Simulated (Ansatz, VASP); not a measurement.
# YSb: VASP beside Ansatz, part 2 of 2

One calculation is typed for both programs; each brings its own data sets and cutoff. How far apart do they land?  The cell comes out of the VASP series on this material, whose earlier steps may have relaxed, scaled or displaced it; both programs get it as it stands.

VASP 6.6.1 and Ansatz 0.2.0.

So far. Step 2 (VASP: band structure, PBEsol, spin-orbit coupling): The run ends at a pressure of -0.05 GPa.

**3. Ansatz: band structure, PBEsol, spin-orbit coupling**

Level of this step: Ansatz beside VASP: Kohn-Sham DFT, plane waves, PBEsol, spin-orbit coupling (Ansatz).

Ansatz runs on its fully relativistic PAW (standard-fr) files.

The same cell, functional, mesh and smearing now go to Ansatz, which takes its cutoff from its data sets.

input.yaml reads:

```yaml
crystal:
  lattice:
    - [0.0, 3.0591892983, 3.0591892983]
    - [3.0591892983, 0.0, 3.0591892983]
    - [3.0591892983, 3.0591892983, 0.0]
  atoms:
    - { symbol: "Y", position: [0.5, 0.5, 0.5] }
    - { symbol: Sb, position: [0.0, 0.0, 0.0] }
hamiltonian:
  xc: pbesol
  pseudopotentials: { kind: paw_fr }
magnetization:
  noncollinear: true
  spin_orbit: true
kpoints:
  mp_grid: { grid: [5, 5, 5] }
  band_path:
    path:
      - [0.0, 0.0, 0.0]
      - [0.16667, 0.0, 0.16667]
      - [0.33333, 0.0, 0.33333]
      - [0.5, 0.0, 0.5]
      - [0.5, 0.08333, 0.58333]
      - [0.5, 0.18333, 0.68333]
      - [0.5, 0.25, 0.75]
      - [0.45, 0.3, 0.75]
      - [0.40833, 0.34167, 0.75]
      - [0.35, 0.35, 0.7]
      - [0.225, 0.225, 0.45]
      - [0.075, 0.075, 0.15]
      - [0.03333, 0.03333, 0.03333]
      - [0.23333, 0.23333, 0.23333]
      - [0.4, 0.4, 0.4]
      - [0.51667, 0.46667, 0.51667]
      - [0.55833, 0.38333, 0.55833]
      - [0.60833, 0.28333, 0.60833]
      - [0.60833, 0.25, 0.64167]
      - [0.55833, 0.25, 0.69167]
      - [0.51667, 0.25, 0.73333]
      - [0.5, 0.3, 0.7]
      - [0.5, 0.38333, 0.61667]
      - [0.5, 0.48333, 0.51667]
      - [0.475, 0.475, 0.55]
      - [0.425, 0.425, 0.65]
      - [0.38333, 0.38333, 0.73333]
      - [0.59167, 0.18333, 0.59167]
      - [0.55, 0.1, 0.55]
      - [0.5, 0.0, 0.5]
    npoints: 1
scf:
  occupations: { method: gaussian, width: 0.05 }
  n_extra_bands: 14
output:
  forces: true
  stress: true
  eigenvalues: true
```

Started as:

```sh
> ansatz run input.yaml --threads 2 --pin off --max-ram 4608MiB --backend cpu --events-out ev --progress --plain --runs-dir out
```

Numbers of over 12 decimals in the logs are rounded to 6 here.

What it wrote:

```text
scf.n_extra_bands = 14 over 26 filled bands (N_el = 26.0): the run solves 40 bands
Engine: ansatz 0.2.0, aarch64-unknown-linux-gnu
Pseudopotentials: kind: paw_fr
Pseudopotential: Y, paw_fr, valence charge 11, recommended cutoff 420 eV (normal), Y.paw.azcp#standard-fr
Pseudopotential: Sb, paw_fr, valence charge 15, recommended cutoff 420 eV (normal), Sb.paw.azcp#standard-fr
Functional definition: PBEsol
  exchange = pbesol_x
  correlation = pbesol_c
non-collinear run that drives no moment, with spin-orbit: no starting moment large enough to seed its density (crystal.atoms[].spin), no starting occupations that ask for one, no magnetisation constraint and no magnetic field, so the semilocal B_xc is pinned to zero
Crystal: 2 atoms, lattice volume = 57.260 Å³
Basis set: ecut = 420 eV, 1139 PW (Γ), exchange–correlation on 60×60×60 points (8 copies of the dense FFT grid, shifted against one another)
Bands: 40, of which v1, the nominal top of the filled ones, is band 26 counted from 1 (25 counted from 0)
Symmetry: 48 space group operations + 48 with time reversal
Magnetic group: BNS 225.117 (UNI 1619), of the structure as read, at distance tolerance 3.9e-5 Å
k-points: 10 of 125
Projection manifold: j_resolved (fully-relativistic pseudo-atomic orbitals)
Non-local potential: Y, projectors of the file, l = 0: 3, l = 1: 4, l = 2: 4, l = 3: 2
Non-local potential: Sb, projectors of the file, l = 0: 2, l = 1: 4, l = 2: 4, l = 3: 4
PAW form: soft (Blöchl's): semilocal exchange-correlation on the pseudo side does not see the compensation charge
PAW frozen core: Y, regenerated for the run's functional, and the local potential with it (the file was generated under x = pbe(κ = 0.804, μ = 0.219515), c = pbe(β = 0.066725))
PAW frozen core: Sb, regenerated for the run's functional, and the local potential with it (the file was generated under x = pbe(κ = 0.804, μ = 0.219515), c = pbe(β = 0.066725))
PAW one-centre angular grid: Y, 590 points (default); XC on 64 Gauss nodes
PAW one-centre angular grid: Sb, 590 points (default); XC on 64 Gauss nodes
Initial density: superposition of atomic densities (chi_scale 0.1, normalization cell, long waves kept (reshape's long-wave potential 0.00 eV rms))
Initial wavefunctions: pseudopotential atomic-orbital guess
Functional: x = pbesol(κ = 0.804, μ = 0.123457), c = pbesol(β = 0.046)
SCF iter   1: F=—  HF=-10208.817186 eV  |F-HF|=—  |Δ(HF+E_count)|=         —  Δρ=2.92e-2  dr2=5.72e-1  dr2_m=0.00e0 (ungated)  ethr=3.10e-3  |M|=0.00e0 ∫|m|=0.00e0 μB  |m|>n=0.0e0 m-floor=0.0e0 τ_xc=0.0e0  β_m=0.30  ⟨swp⟩=8.1  Hψ=1066  notcnv=0  defer=12
preconditioner: auto → none  [insulator: Δε(μ)=0.338 eV  Ē_g=7.788 eV  σ=0.050 eV  W_gap=0.50  n_scr=14 (ndim 8)  ℏωp=13.9 eV  f_vac=0.000  D(μ)=1.08/eV (n_scr^D=8)  ε∞_Penn≈4.2]
SCF iter   2: F=—  HF=-10208.643295 eV  |F-HF|=—  |Δ(HF+E_count)|=   1.74e-1  Δρ=1.55e-2  dr2=9.99e-2  dr2_m=0.00e0 (ungated)  ethr=2.20e-3  |M|=0.00e0 ∫|m|=0.00e0 μB  |m|>n=0.0e0 m-floor=0.0e0 τ_xc=0.0e0  β_m=0.38  ⟨swp⟩=3.3  Hψ=391  notcnv=0  defer=76
SCF iter   3: F=—  HF=-10208.635398 eV  |F-HF|=—  |Δ(HF+E_count)|=   7.90e-3  Δρ=7.30e-3  dr2=1.91e-2  dr2_m=0.00e0 (ungated)  ethr=3.84e-4  |M|=0.00e0 ∫|m|=0.00e0 μB  |m|>n=0.0e0 m-floor=0.0e0 τ_xc=0.0e0  β_m=0.56  ⟨swp⟩=2.0  Hψ=309  notcnv=0  defer=78
SCF iter   4: F=—  HF=-10208.639702 eV  |F-HF|=—  |Δ(HF+E_count)|=   4.30e-3  Δρ=9.93e-4  dr2=2.72e-4  dr2_m=0.00e0 (ungated)  ethr=7.36e-5  |M|=0.00e0 ∫|m|=0.00e0 μB  |m|>n=0.0e0 m-floor=0.0e0 τ_xc=0.0e0  β_m=0.59  ⟨swp⟩=2.0  Hψ=242  notcnv=0  defer=78
SCF iter   5: F=—  HF=-10208.639804 eV  |F-HF|=—  |Δ(HF+E_count)|=   1.02e-4  Δρ=1.76e-4  dr2=6.63e-6  dr2_m=0.00e0 (ungated)  ethr=1.05e-6  |M|=0.00e0 ∫|m|=0.00e0 μB  |m|>n=0.0e0 m-floor=0.0e0 τ_xc=0.0e0  β_m=0.68  ⟨swp⟩=2.5  Hψ=241  notcnv=0  defer=78
SCF iter   6: F=—  HF=-10208.639807 eV  |F-HF|=—  |Δ(HF+E_count)|=   3.22e-6  Δρ=1.79e-5  dr2=8.77e-8  dr2_m=0.00e0 (ungated)  ethr=3.85e-10  |M|=0.00e0 ∫|m|=0.00e0 μB  |m|>n=0.0e0 m-floor=0.0e0 τ_xc=0.0e0  β_m=0.79  ⟨swp⟩=10.3  Hψ=1243  notcnv=0
SCF iter   7: F=-10208.639807 eV  HF=-10208.639807 eV  |F-HF|=6.37e-10  |Δ(HF+E_count)|=   2.96e-8  Δρ=1.43e-6  dr2=8.77e-10  dr2_m=0.00e0 (ungated)  ethr=3.37e-10  |M|=0.00e0 ∫|m|=0.00e0 μB  |m|>n=0.0e0 m-floor=0.0e0 τ_xc=0.0e0  ⟨swp⟩=1.9  Hψ=556  notcnv=0
SCF 1 converged in 7 iterations: F = -10208.639807 eV  dr2 = 8.77e-10
  greatest PAW one-centre occupation: 0.996 electrons in one spin orbital (limit 2), on the Sb atom at site 1 (counted from 0), in its partial waves of l = 2
NSCF: frozen V_eff on 30 k-points
SCF converged after 7 iterations
Magnetization: |M| = 0.0000 μB,  M = (+0.0000, +0.0000, +0.0000) μB
Absolute magnetization: 0.0000 μB (∫|m|)
  site 0: m = (+0.0000, +0.0000, +0.0000) μB, |m| = 0.0000 μB  (R = 1.26 Å)
  site 1: m = (+0.0000, +0.0000, +0.0000) μB, |m| = 0.0000 μB  (R = 1.26 Å)
Free energy (F): -10208.639807 eV
Harris-Foulkes:  -10208.639807 eV  (|F-HF|=6.37e-10)
Internal energy: -10208.638453 eV  (E = F + TS)
E sigma→0 (E₀):  -10208.639130 eV
Entropy (-TS):   -0.001354 eV (-0.677 meV/atom)
Fermi energy:    10.134545 eV
--- Per-component energies (eV) ---
  E_band       = -261.839963
  E_kinetic    = 514.899729
  E_local      = -2179.550110  (includes V_loc(G=0)·N_el)
  E_nonlocal   = 416.834738
  E_hartree    = 917.457961
  E_xc         = -310.779046
  E_vxc        = -296.867638  (∫ρ·V_xc dr)
  E_paw        = -7278.054773  (= ΣΔE_a)
  E_vpaw       = -552.073910  (= ΣTr[D̂ρ^β])
  E_aug_tail   = 0.000001  (compensation charges beyond the density's cutoff)
  E_ewald      = -2289.931649
  E_core_change = 0.484696  (= ΣΔE_core)
  E_smearing   = -0.001354  (= −TS)
  E_closure    = 0.000000  (closes the sum)
  Σ components = -10208.639807   (vs F -10208.639807, Δ=0.00e0)
--- Forces (eV/Å), atoms counted from 1 ---
  atom   1  Y      0.00000000    -0.00000000    -0.00000000
  atom   2  Sb     0.00000000     0.00000000     0.00000000
  max |Σ_I F_I| component: 3.12e-29 eV/Å
--- Stress (GPa, compression-positive) ---
       -0.128365       0.000000      -0.000000
       -0.000000      -0.128365      -0.000000
        0.000000       0.000000      -0.128365
  P = ⅓ Tr σ = -0.1284 GPa (-1.284 kbar)
--- Band table (eV; the first three rows and the last of 10) ---
  k-point 0: bands = [... 22 lower, 11.3964, 11.3964, 11.3964, 11.3964, 11.4000, 11.4000, 11.4000, 11.4000, ... 10 higher]
  k-point 1: bands = [... 22 lower, 9.4841, 9.4841, 9.7467, 9.7467, 11.9467, 11.9467, 11.9604, 11.9604, ... 10 higher]
  k-point 2: bands = [... 22 lower, 8.4872, 8.4872, 8.7571, 8.7571, 12.8483, 12.8483, 13.0314, 13.0314, ... 10 higher]
  k-point 9: bands = [... 22 lower, 8.1388, 8.1388, 8.5428, 8.5428, 12.1440, 12.1440, 13.0175, 13.0175, ... 10 higher]
```

Wall time 13 s (2 threads of Arm Neoverse N1, shared host); peak memory 0.46 GiB; 24 s of CPU time.

In the SCF lines HF is the Harris–Foulkes energy and dr2 the Hartree energy of the density residual, in eV; the loop may stop once dr2 is under the threshold and the program's other checks hold. Hψ counts applications of the Hamiltonian.

**4. Side by side**

Known differences besides the PAW data sets themselves: spin-orbit coupling enters by fully relativistic files in Ansatz and inside the spheres in VASP; the data sets hold 26 valence electrons in Ansatz (fully relativistic PAW (standard-fr) files) and 16 in VASP; the cutoff is 420 eV in Ansatz and 400 eV in VASP; Ansatz makes its cores anew for this functional, VASP keeps those of its PBE data sets. Total energies have different zeros and are not compared.

The two programs side by side:

```
      quantity  Ansatz   VASP  difference
pressure (GPa)   -0.13  -0.05       -0.08
```

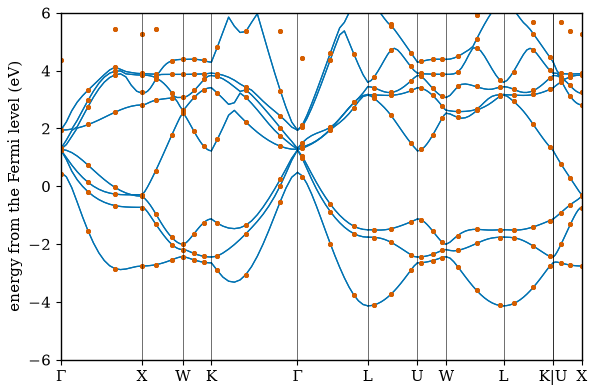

Bands from VASP (lines) and levels from Ansatz (dots). Dots without a line are higher empty bands that the VASP plot leaves out.

Levels from 3 eV below to 2 eV above the Fermi level differ by 10 meV r.m.s. and 46 meV at most; each VASP level is matched to the nearest of Ansatz, which flatters the figure a little. Ansatz's pressure holds a Pulay correction of 0.02 GPa; VASP's holds none.

**5. Summary of results**

| Property | Result |
| --- | --- |
| r.m.s. difference of levels near the Fermi level (band structure, PBEsol, spin-orbit coupling) | 9.9 meV |

**Reading.** The r.m.s. difference of levels near the Fermi level is 9.9 meV (band structure, PBEsol, spin-orbit coupling), within the 80 meV picked in this series as the mark of a large difference. 2 further runs on this material are not shown. How closely two codes agree says nothing of how well the functional describes the real material.

[Lines on the potential files, build, host, timing and source positions are cut from VASP's logs without a mark.]

[Logs are printed without paths, hosts, clocks, repeated set-up lines and the standing remarks that a program may print on its own settings, such as how far it seeks lower states.]

[Hosts, paths, dates, database ids (printed as entryN), source tags and the programs' standing remarks are cut or masked in the printed files.]
